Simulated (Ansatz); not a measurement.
# Nb2B: a trial structure relaxed, part 1 of 2

Aim: relax a trial structure of Nb2B and see where it ends.

Program: Ansatz 0.2.0. Level of theory: DFT PBE, scalar-relativistic, plane waves, PAW. These are calculated values, not measurements.

**1. Starting point**

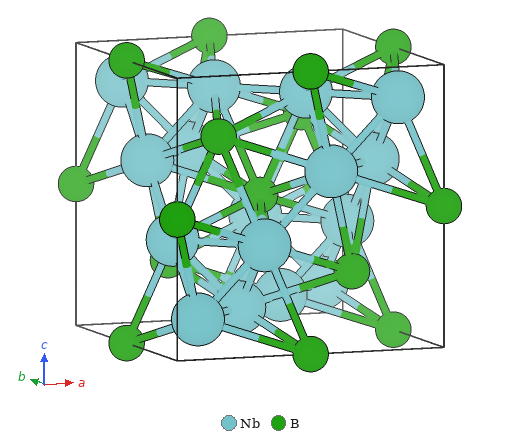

Start, viewed slightly off an axis; niobium teal, boron green. The cell drawn here is the conventional one.

As a file:

```
CELL_PARAMETERS angstrom
0.00000 3.42295 3.42295
3.42295 0.00000 3.42295
3.42295 3.42295 0.00000
ATOMIC_POSITIONS crystal
Nb 0.12500 0.12500 0.12500
Nb 0.62500 0.12500 0.12500
Nb 0.12500 0.12500 0.62500
Nb 0.12500 0.62500 0.12500
B 0.50000 0.50000 0.50000
B 0.75000 0.75000 0.75000
```

Recipe of the guess: species swapped into a database cell of DyNi2 (Fd-3m, No. 227), with B on the Dy sites and Nb on the Ni sites. Its size is a rough estimate.

**2. The guess as it stands, on a coarse mesh**

File input.yaml:

```yaml
crystal:
  lattice:
    - [0.0, 3.42294759, 3.42294759]
    - [3.42294759, 0.0, 3.42294759]
    - [3.42294759, 3.42294759, 0.0]
  atoms:
    - { symbol: Nb, position: [0.125, 0.125, 0.125] }
    - { symbol: Nb, position: [0.625, 0.125, 0.125] }
    - { symbol: Nb, position: [0.125, 0.125, 0.625] }
    - { symbol: Nb, position: [0.125, 0.625, 0.125] }
    - { symbol: B, position: [0.5, 0.5, 0.5] }
    - { symbol: B, position: [0.75, 0.75, 0.75] }
basis:
  ecutwfc: 420
kpoints:
  mp_grid: { grid: [4, 4, 4] }
hamiltonian:
  xc: pbe
scf:
  occupations: { method: gaussian, width: 0.1 }
  lower_state_search: "off"
output:
  forces: true
  stress: true
  eigenvalues: true
```

Started as:

```bash
$ ansatz run input.yaml --threads 1 --pin off --max-ram 2560MiB --backend cpu --events-out ev --progress --plain --runs-dir out
```

The program printed, cut to the lines that bear on the results:

```text
[...]
SCF converged after 6 iterations
Free energy (F): -18509.816200 eV
[...]
E sigma→0 (E₀):  -18509.798455 eV
Entropy (-TS):   -0.035489 eV (-5.915 meV/atom)
Fermi energy:    18.560132 eV
[...]
--- Forces (eV/Å), atoms counted from 1 ---
  atom   1  Nb     0.00000000    -0.00000000    -0.00000000
  atom   2  Nb     0.00000000    -0.00000000    -0.00000000
  atom   3  Nb     0.00000000    -0.00000000     0.00000000
  atom   4  Nb     0.00000000    -0.00000000     0.00000000
  atom   5  B      0.00000000    -0.00000000    -0.00000000
  atom   6  B      0.00000000     0.00000000     0.00000000
[...]
--- Stress (GPa, compression-positive) ---
       44.127398       0.000000       0.000000
        0.000000      44.127398      -0.000000
       -0.000000       0.000000      44.127398
  P = ⅓ Tr σ = 44.1274 GPa (441.274 kbar)
--- Band table (eV; the first three rows and the last of 8) ---
[...]
```

Run time: 1.6 s. Hardware: 1 thread of Arm Neoverse V1, shared host; peak memory 0.3 GiB.

Read-out: pressure 44.1 GPa, largest force 0.00 eV/Å, gap on this mesh none (metal). A cheap, loose relaxation comes first.

**3. Coarse relaxation**

Edit input.yaml of step 2 so:

```diff
@@ -25 +25,6 @@
   eigenvalues: true
+relax:
+  adjacent_minimum: "off"
+  f_tol: 0.04
+  max_steps: 70
+  cell: { stress_tol: 0.4 }
```

Started as:

```bash
$ ansatz run input.yaml --threads 1 --pin off --max-ram 2560MiB --backend cpu --events-out ev --progress --plain --runs-dir out
```

The program printed:

```text
Warning: RAYON_NUM_THREADS=1 ignored (pool sized by the plan → 1); use --threads N
Engine: ansatz 0.2.0, aarch64-unknown-linux-gnu
Pseudopotentials: kind: paw
Pseudopotential: Nb, paw, valence charge 13, recommended cutoff 420 eV (normal), Nb.paw.azcp
Pseudopotential: B, paw, valence charge 3, recommended cutoff 420 eV (normal), B.paw.azcp
Functional definition: PBE
  parameter kappa = 0.804
  parameter beta = 0.06672455060314922
  exchange = pbe_x(kappa = kappa, mu = beta*pi^2/3)
  correlation = pbe_c(beta = beta)
Crystal: 6 atoms, lattice volume = 80.210 Å³
Basis set: ecut = 420 eV, 1471 PW (Γ), exchange–correlation on 72×72×72 points (8 copies of the dense FFT grid, shifted against one another)
Bands: 35, of which v1, the nominal top of the filled ones, is band 29 counted from 1 (28 counted from 0)
Symmetry: 48 space group operations
Space group: Fd-3m (ITA 227), of the structure as read, at distance tolerance 4.3e-5 Å
k-points: 8 of 64
Non-local potential: Nb, projectors of the file, l = 0: 3, l = 1: 2, l = 2: 2, l = 3: 1
Non-local potential: B, projectors of the file, l = 0: 2, l = 1: 2, l = 2: 1
PAW form: soft (Blöchl's): semilocal exchange-correlation on the pseudo side does not see the compensation charge
PAW one-centre angular grid: Nb, 590 points (default); XC on 64 Gauss nodes
PAW one-centre angular grid: B, 110 points (default); XC on 64 Gauss nodes
Initial density: superposition of atomic densities (neutral atoms: chi_scale 0, normalization atom), corrected by the library's trained network
Initial wavefunctions: pseudopotential atomic-orbital guess
Functional: x = pbe(κ = 0.804, μ = 0.2195149727645171), c = pbe(β = 0.06672455060314922)
SCF iter   1: F=—  HF=-18509.833362 eV  |F-HF|=—  |Δ(HF+E_count)|=         —  Δρ=8.93e-3  dr2=1.21e-1  ethr=1.77e-3  ⟨swp⟩=4.8  Hψ=1107  notcnv=0
preconditioner: auto → none  [insulator: Δε(μ)=0.194 eV  Ē_g=5.050 eV  σ=0.100 eV  W_gap=0.54  n_scr=14 (ndim 8)  ℏωp=21.1 eV  f_vac=0.000  D(μ)=7.44/eV (n_scr^D=88)  ε∞_Penn≈18.5]
SCF iter   2: F=—  HF=-18509.815852 eV  |F-HF|=—  |Δ(HF+E_count)|=   1.75e-2  Δρ=2.33e-3  dr2=3.53e-3  ethr=2.08e-4  ⟨swp⟩=2.0  Hψ=400  notcnv=0
SCF iter   3: F=—  HF=-18509.815938 eV  |F-HF|=—  |Δ(HF+E_count)|=   8.57e-5  Δρ=1.14e-3  dr2=5.60e-4  ethr=6.09e-6  ⟨swp⟩=2.0  Hψ=371  notcnv=0
SCF iter   4: F=—  HF=-18509.816174 eV  |F-HF|=—  |Δ(HF+E_count)|=   2.36e-4  Δρ=2.75e-4  dr2=2.05e-5  ethr=9.65e-7  ⟨swp⟩=2.1  Hψ=375  notcnv=0
SCF iter   5: F=—  HF=-18509.816200 eV  |F-HF|=—  |Δ(HF+E_count)|=   2.59e-5  Δρ=1.93e-5  dr2=2.24e-7  ethr=3.54e-8  ⟨swp⟩=2.0  Hψ=377  notcnv=0
SCF iter   6: F=-18509.816200 eV  HF=-18509.816200 eV  |F-HF|=1.41e-8  |Δ(HF+E_count)|=   4.32e-8  Δρ=4.81e-6  dr2=1.88e-8  ethr=1.72e-10  ⟨swp⟩=7.6  Hψ=1150  notcnv=0
SCF 1 converged in 6 iterations: F = -18509.816200 eV  dr2 = 1.88e-8
relax step   1: F+E_penalty+E_count = -18509.81620014 eV  Δ(F+E_penalty+E_count) = +0.000e0 eV  max|allowed force component| = 1.773e-17 eV/Å  Δτ_max = 0.0000 Å  P = +44.127 GPa  Ω = 80.210 Å³  (6 SCF iters, dr2 threshold 1.00e-7 eV, accepted)
Crystal: 6 atoms, lattice volume = 92.522 Å³
Basis set: ecut = 420 eV, 1807 PW (Γ), exchange–correlation on 72×72×72 points (8 copies of the dense FFT grid, shifted against one another)
Initial density: handed on by an earlier stage of this run
Initial wavefunctions: those handed on with the density
iter 1 solved again at ethr=2.33e-4 eV; its pass at ethr=3.10e-3 eV (dr2=1.35e-1 eV) is discarded
SCF iter   1: F=—  HF=-18511.842194 eV  |F-HF|=—  |Δ(HF+E_count)|=         —  Δρ=8.41e-3  dr2=1.34e-1  ethr=2.33e-4  ⟨swp⟩=1.0  Hψ=1391  notcnv=0
preconditioner: auto → Resta (q_TF=auto, 2.524 Å⁻¹)  ε∞=20.9  [insulator: Δε(μ)=0.151 eV  Ē_g=4.408 eV  σ=0.100 eV  W_gap=0.70  n_scr=26 (ndim 8)  ℏωp=19.7 eV  f_vac=0.000  D(μ)=5.33/eV (n_scr^D=58)  ε∞_Penn≈20.9]
SCF iter   2: F=—  HF=-18511.824139 eV  |F-HF|=—  |Δ(HF+E_count)|=   1.81e-2  Δρ=4.58e-3  dr2=3.29e-2  ethr=2.31e-4  ⟨swp⟩=1.0  Hψ=280  notcnv=0
SCF iter   3: F=—  HF=-18511.817050 eV  |F-HF|=—  |Δ(HF+E_count)|=   7.09e-3  Δρ=9.38e-4  dr2=7.16e-4  ethr=5.67e-5  ⟨swp⟩=2.0  Hψ=347  notcnv=0
SCF iter   4: F=—  HF=-18511.817002 eV  |F-HF|=—  |Δ(HF+E_count)|=   4.80e-5  Δρ=1.63e-4  dr2=2.72e-5  ethr=1.23e-6  ⟨swp⟩=2.4  Hψ=431  notcnv=0
SCF iter   5: F=—  HF=-18511.817003 eV  |F-HF|=—  |Δ(HF+E_count)|=   1.30e-6  Δρ=3.15e-5  dr2=7.20e-7  ethr=4.69e-8  ⟨swp⟩=2.6  Hψ=442  notcnv=0
SCF iter   6: F=-18511.817003 eV  HF=-18511.817003 eV  |F-HF|=1.80e-8  |Δ(HF+E_count)|=   1.02e-7  Δρ=5.38e-6  dr2=4.05e-8  ethr=1.03e-9  ⟨swp⟩=6.6  Hψ=1028  notcnv=0
SCF 2 converged in 6 iterations: F = -18511.817003 eV  dr2 = 4.05e-8
relax step   2: F+E_penalty+E_count = -18511.81700310 eV  Δ(F+E_penalty+E_count) = -2.001e0 eV  max|allowed force component| = 8.442e-17 eV/Å  Δτ_max = 0.0000 Å  P = +11.585 GPa  Ω = 92.522 Å³  energy of the carried Pulay correction = -5.888e-3 eV  (6 SCF iters, dr2 threshold 6.00e-7 eV, accepted)
Crystal: 6 atoms, lattice volume = 97.860 Å³
Basis set: ecut = 420 eV, 1917 PW (Γ), exchange–correlation on 72×72×72 points (8 copies of the dense FFT grid, shifted against one another)
iter 1 solved again at ethr=2.78e-5 eV; its pass at ethr=3.10e-3 eV (dr2=1.61e-2 eV) is discarded
SCF iter   1: F=—  HF=-18512.049734 eV  |F-HF|=—  |Δ(HF+E_count)|=         —  Δρ=2.89e-3  dr2=1.42e-2  ethr=2.78e-5  ⟨swp⟩=1.1  Hψ=1352  notcnv=0
preconditioner: auto → Resta (q_TF=auto, 2.501 Å⁻¹)  ε∞=22.0  [insulator: Δε(μ)=0.148 eV  Ē_g=4.177 eV  σ=0.100 eV  W_gap=0.70  n_scr=26 (ndim 8)  ℏωp=19.1 eV  f_vac=0.000  D(μ)=6.38/eV (n_scr^D=58)  ε∞_Penn≈22.0]
SCF iter   2: F=—  HF=-18512.048047 eV  |F-HF|=—  |Δ(HF+E_count)|=   1.69e-3  Δρ=1.53e-3  dr2=2.95e-3  ethr=2.44e-5  ⟨swp⟩=1.0  Hψ=280  notcnv=0
SCF iter   3: F=—  HF=-18512.047600 eV  |F-HF|=—  |Δ(HF+E_count)|=   4.46e-4  Δρ=3.51e-4  dr2=9.65e-5  ethr=5.08e-6  ⟨swp⟩=2.5  Hψ=368  notcnv=0
SCF iter   4: F=—  HF=-18512.047605 eV  |F-HF|=—  |Δ(HF+E_count)|=   4.37e-6  Δρ=5.27e-5  dr2=2.74e-6  ethr=1.66e-7  ⟨swp⟩=2.1  Hψ=363  notcnv=0
iter 5 did not close the SCF: its close was put off for the readings that it lacked (scf_convergence_deferred on its scf_iter line)
SCF iter   5: F=-18512.047605 eV  HF=-18512.047605 eV  |F-HF|=4.63e-9  |Δ(HF+E_count)|=   3.54e-7  Δρ=1.10e-5  dr2=1.01e-7  ethr=4.72e-9  ⟨swp⟩=2.4  Hψ=475  notcnv=0
SCF iter   6: F=-18512.047605 eV  HF=-18512.047605 eV  |F-HF|=2.79e-9  |Δ(HF+E_count)|=   1.45e-8  Δρ=2.26e-6  dr2=6.90e-9  ethr=1.74e-10  ⟨swp⟩=1.8  Hψ=855  notcnv=0
SCF 3 converged in 6 iterations: F = -18512.047605 eV  dr2 = 6.90e-9
relax step   3: F+E_penalty+E_count = -18512.04760523 eV  Δ(F+E_penalty+E_count) = -2.306e-1 eV  max|allowed force component| = 7.016e-17 eV/Å  Δτ_max = 0.0000 Å  P = +2.793 GPa  Ω = 97.860 Å³  energy of the carried Pulay correction = -8.190e-3 eV  (6 SCF iters, dr2 threshold 6.00e-7 eV, accepted)
[... 12 lines left out ...]
relax step   4: F+E_penalty+E_count = -18512.06414151 eV  Δ(F+E_penalty+E_count) = -1.654e-2 eV  max|allowed force component| = 6.476e-17 eV/Å  Δτ_max = 0.0000 Å  P = +0.278 GPa  Ω = 99.686 Å³  energy of the carried Pulay correction = -8.946e-3 eV  (6 SCF iters, dr2 threshold 6.00e-7 eV, accepted)
[... 11 lines left out ...]
relax step   5: F+E_penalty+E_count = -18512.07872156 eV  Δ(F+E_penalty+E_count) = -1.458e-2 eV  max|allowed force component| = 4.163e-17 eV/Å  Δτ_max = 0.0000 Å  P = +0.408 GPa  Ω = 99.686 Å³  stress off target by 4.08e-1 GPa  SCF on the basis re-selected at this cell (its energy is not comparable with the rows above)  (6 SCF iters)
[... 14 lines left out ...]
relax step   6: F+E_penalty+E_count = -18512.07901113 eV  Δ(F+E_penalty+E_count) = -2.896e-4 eV  max|allowed force component| = 8.789e-17 eV/Å  Δτ_max = 0.0000 Å  P = +0.006 GPa  Ω = 99.997 Å³  energy of the carried Pulay correction = -1.116e-4 eV  (6 SCF iters, dr2 threshold 4.17e-7 eV, accepted)
iter 1 solved again at ethr=3.86e-8 eV; its pass at ethr=3.10e-3 eV (dr2=2.24e-5 eV) is discarded
SCF iter   1: F=—  HF=-18512.079037 eV  |F-HF|=—  |Δ(HF+E_count)|=         —  Δρ=2.52e-6  dr2=1.36e-9  ethr=3.86e-8  ⟨swp⟩=3.4  Hψ=1792  notcnv=0
eigensolver tolerance schedule: the retry pair's looser diagonalisation over-reported the residual by 16391.59 of it (diagonalisation noise at 0.26 of the residual, at the tolerance the schedule requests for it); recorded, not acted on — ethr = c·dr2/N_el stays at c = 1.0e-1
preconditioner: auto → Kerker (q_TF=auto, 2.492 Å⁻¹)  [metal: Δε(μ)=0.075 eV  Ē_g=4.091 eV  σ=0.100 eV  W_gap=0.40  n_scr=26 (ndim 8)  ℏωp=18.9 eV  f_vac=0.000  D(μ)=6.66/eV (n_scr^D=64)]
SCF iter   2: F=—  HF=-18512.079044 eV  |F-HF|=—  |Δ(HF+E_count)|=   7.86e-6  Δρ=9.66e-7  dr2=1.57e-10  ethr=2.35e-12  ⟨swp⟩=3.2  Hψ=745  notcnv=0
iter 3 did not close the SCF: its close was put off for the readings that it lacked (scf_convergence_deferred on its scf_iter line)
SCF iter   3: F=-18512.079044 eV  HF=-18512.079044 eV  |F-HF|=1.27e-10  |Δ(HF+E_count)|=  3.86e-10  Δρ=4.78e-7  dr2=4.11e-11  ethr=1.00e-12  ⟨swp⟩=1.0  Hψ=280  notcnv=0
iter 4 did not close the SCF: its close was put off for the readings that it lacked (scf_convergence_deferred on its scf_iter line)
SCF iter   4: F=-18512.079044 eV  HF=-18512.079044 eV  |F-HF|=3.64e-12  |Δ(HF+E_count)|=  1.27e-10  Δρ=3.19e-8  dr2=7.68e-13  ethr=1.00e-12  ⟨swp⟩=1.0  Hψ=280  notcnv=0
iter 5 did not close the SCF: its close was put off for the readings that it lacked (scf_convergence_deferred on its scf_iter line)
SCF iter   5: F=-18512.079044 eV  HF=-18512.079044 eV  |F-HF|=0.00e0  |Δ(HF+E_count)|=    0.00e0  Δρ=1.02e-8  dr2=8.40e-14  ethr=1.00e-12  ⟨swp⟩=1.0  Hψ=280  notcnv=0
iter 6 did not close the SCF: its close was put off for the readings that it lacked (scf_convergence_deferred on its scf_iter line)
SCF iter   6: F=-18512.079044 eV  HF=-18512.079044 eV  |F-HF|=3.64e-12  |Δ(HF+E_count)|=  7.28e-12  Δρ=1.92e-9  dr2=1.82e-15  ethr=1.00e-12  ⟨swp⟩=1.0  Hψ=280  notcnv=0
SCF iter   7: F=-18512.079044 eV  HF=-18512.079044 eV  |F-HF|=7.28e-12  |Δ(HF+E_count)|=  7.28e-12  Δρ=4.47e-10  dr2=1.19e-16  ethr=1.00e-12  ⟨swp⟩=1.5  Hψ=624  notcnv=0
SCF 7 converged in 7 iterations: F = -18512.079044 eV  dr2 = 1.19e-16
relax step   7: F+E_penalty+E_count = -18512.07904442 eV  Δ(F+E_penalty+E_count) = -3.328e-5 eV  max|allowed force component| = 6.939e-17 eV/Å  Δτ_max = 0.0000 Å  P = +0.006 GPa  Ω = 99.997 Å³  stress off target by 6.35e-3 GPa  SCF on the basis re-selected at this cell (its energy is not comparable with the rows above)  (7 SCF iters)
basis re-selected at this cell: Δ(F+E_penalty+E_count) = -3.328e-5 eV, ΔP = +0.000 GPa vs the last step (what re-selecting the basis moved, of the pressure what is left beyond the Pulay correction that the steps carried, after the strain that the cell walked since its last selection, with what the two solves' SCF thresholds leave and, on support functions, any second-order correction that the steps lacked; it is no measure of the basis error at this ecutwfc). This SCF's stress stands 6.35e-3 GPa from its target on what of the cell is left free (relax.cell.stress_tol is 4.00e-1 GPa) and its largest allowed force component is 6.94e-17 eV/Å (relax.f_tol is 4.00e-2 eV/Å): within both
SCF converged after 7 iterations
Free energy (F): -18512.079044 eV
Harris-Foulkes:  -18512.079044 eV  (|F-HF|=7.28e-12)
Internal energy: -18512.045753 eV  (E = F + TS)
E sigma→0 (E₀):  -18512.062399 eV
Entropy (-TS):   -0.033292 eV (-5.549 meV/atom)
Fermi energy:    14.108832 eV
--- Per-component energies (eV) ---
  E_band       = -434.180140
  E_kinetic    = 1666.202941
  E_local      = -4128.738148  (includes V_loc(G=0)·N_el)
  E_nonlocal   = 512.583200
  E_hartree    = 1437.809991
  E_xc         = -760.416935
  E_vxc        = -920.492379  (∫ρ·V_xc dr)
  E_paw        = -12453.259424  (= ΣΔE_a)
  E_vpaw       = -439.355763  (= ΣTr[D̂ρ^β])
  E_aug_tail   = 0.000027  (compensation charges beyond the density's cutoff)
  E_ewald      = -4786.227405
  E_smearing   = -0.033292  (= −TS)
  E_closure    = 0.000000  (closes the sum)
  Σ components = -18512.079044   (vs F -18512.079044, Δ=0.00e0)
--- Forces (eV/Å), atoms counted from 1 ---
  atom   1  Nb     0.00000000     0.00000000    -0.00000000
  atom   2  Nb    -0.00000000     0.00000000     0.00000000
  atom   3  Nb    -0.00000000     0.00000000    -0.00000000
  atom   4  Nb    -0.00000000     0.00000000     0.00000000
  atom   5  B      0.00000000     0.00000000     0.00000000
  atom   6  B     -0.00000000    -0.00000000    -0.00000000
  max |Σ_I F_I| component: 1.85e-17 eV/Å
--- Stress (GPa, compression-positive) ---
        0.006350       0.000000       0.000000
        0.000000       0.006350       0.000000
        0.000000       0.000000       0.006350
  P = ⅓ Tr σ = 0.0064 GPa (0.064 kbar)
--- Band table (eV; the first three rows and the last of 8) ---
  k-point 0: bands = ["-41.0032", "-40.4248", "-40.4248", "-40.4248", "-18.8384", "-17.5599", "-17.5599", "-17.5599", "-17.1499", "-17.1499", "-16.0628", "-16.0628", "-16.0628", "-15.6412", "-15.6412", "-15.6412", "5.8698", "8.2255", "9.9323", "9.9323", "9.9323", "10.5724", "11.0160", "11.0160", "11.0160", "11.9034", "11.9034", "14.5041", "14.5041", "14.5041", "17.2672", "17.2672", "17.2672", "17.3389", "17.4167"]
  k-point 1: bands = ["-40.9455", "-40.4889", "-40.4251", "-40.4251", "-18.5953", "-17.4684", "-17.4549", "-17.4549", "-17.0714", "-17.0714", "-16.2379", "-16.2379", "-16.0668", "-16.0624", "-15.6841", "-15.6841", "6.3713", "8.7693", "8.9221", "10.4639", "10.4639", "10.7031", "11.3640", "11.3640", "12.2549", "12.2549", "12.4917", "13.3831", "14.0625", "14.0625", "16.0304", "16.0304", "16.2686", "17.1504", "17.3289"]
  k-point 2: bands = ["-40.8642", "-40.5766", "-40.4254", "-40.4254", "-18.3269", "-17.3752", "-17.3752", "-17.0086", "-16.8841", "-16.7535", "-16.7535", "-16.6444", "-16.6444", "-16.0621", "-15.7095", "-15.7095", "7.3299", "7.8975", "9.3627", "10.6075", "11.3562", "11.3562", "11.7208", "11.7208", "12.2904", "12.2904", "13.4086", "14.1378", "14.3078", "14.3078", "14.6368", "14.6368", "14.8129", "16.2741", "16.9121"]
  k-point 7: bands = ["-40.7221", "-40.7221", "-40.4261", "-40.4261", "-17.7239", "-17.7239", "-17.1928", "-17.1928", "-16.7856", "-16.7856", "-16.7577", "-16.7577", "-16.3024", "-16.3024", "-15.9143", "-15.9143", "7.8814", "7.8814", "10.7198", "10.7198", "11.5056", "11.5056", "11.8477", "11.8477", "12.2345", "12.2345", "13.0092", "13.0092", "13.8010", "13.8010", "15.0364", "15.0364", "15.3252", "15.3252", "16.3691"]
--- Relaxed structure (5 steps of the walk, 5 accepted, 2 SCFs on fresh bases) ---
  F+E_penalty+E_count = -18512.07904442 eV   max|allowed force component| = 6.939e-17 eV/Å   (the final SCF, on the basis selected at the relaxed cell)
  cell:  # Å, volume = 99.9970 Å³
    - [1.2611045752820582e-33, 3.6839948312777495, 3.6839948312777495]
    - [3.6839948312777495, -2.8661464825437337e-35, 3.6839948312777495]
    - [3.6839948312777495, 3.6839948312777495, 5.509371010568357e-34]
  atoms:
    - { symbol: Nb, position: [0.125, 0.125, 0.125] }
    - { symbol: Nb, position: [0.6250000000000001, 0.125, 0.12499999999999994] }
    - { symbol: Nb, position: [0.125, 0.125, 0.6250000000000001] }
    - { symbol: Nb, position: [0.125, 0.6250000000000001, 0.12499999999999994] }
    - { symbol: B, position: [0.5, 0.5, 0.5] }
    - { symbol: B, position: [0.7500000000000001, 0.7500000000000001, 0.7500000000000001] }
```

It took 12 s on 1 thread of Arm Neoverse V1, shared host; peak memory 0.33 GiB.

The steps of the relaxation:

| step | energy from step 1 (eV/cell) | largest force component (eV/Å) | pressure (GPa) | volume (Å³) |
| --- | --- | --- | --- | --- |
| 1 | 0.0000 | 0.0000 | 44.13 | 80.21 |
| 2 | -2.0008 | 0.0000 | 11.58 | 92.52 |
| 3 | -2.2314 | 0.0000 | 2.79 | 97.86 |
| 4 | -2.2479 | 0.0000 | 0.28 | 99.69 |
| 5 | -2.2625 | 0.0000 | 0.41 | 99.69 |
| 6 | -2.2628 | 0.0000 | 0.01 | 100.00 |
| 7 | -2.2628 | 0.0000 | 0.01 | 100.00 |

Step 1 is the start. Steps 5, 7 each repeat the geometry before them on a plane-wave basis chosen anew, so the energy can jump there without any move.

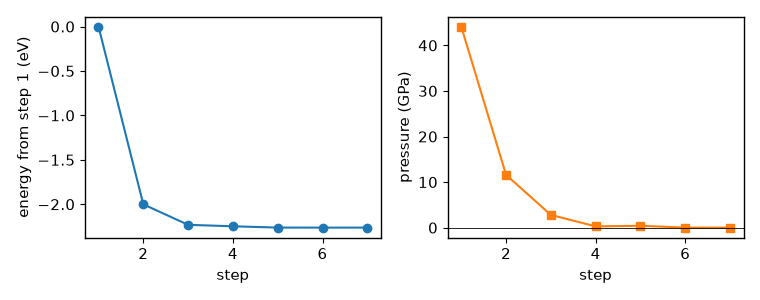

Energy and pressure along the relaxation.

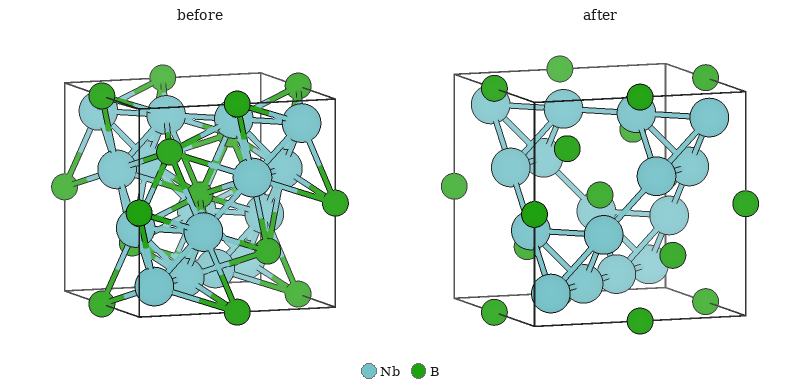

The structure before (left) and after (right) the relaxation, drawn at the same scale.

Lengths and angles in the start's conventional setting:

|  | before | after | change |
| --- | --- | --- | --- |
| a (Å) | 6.846 | 7.368 | +7.6 % |
| b (Å) | 6.846 | 7.368 | +7.6 % |
| c (Å) | 6.846 | 7.368 | +7.6 % |
| volume (Å³/atom) | 13.37 | 16.67 | +24.7 % |
| shortest distance (Å) | 2.420 | 2.605 | +7.6 % |
| space group (0.01 Å) | Fd-3m | Fd-3m | same |

Forces and stress were held to the start's 48 operations: a distortion of lower symmetry was not tested.

(Continued in part 2 of 2.)
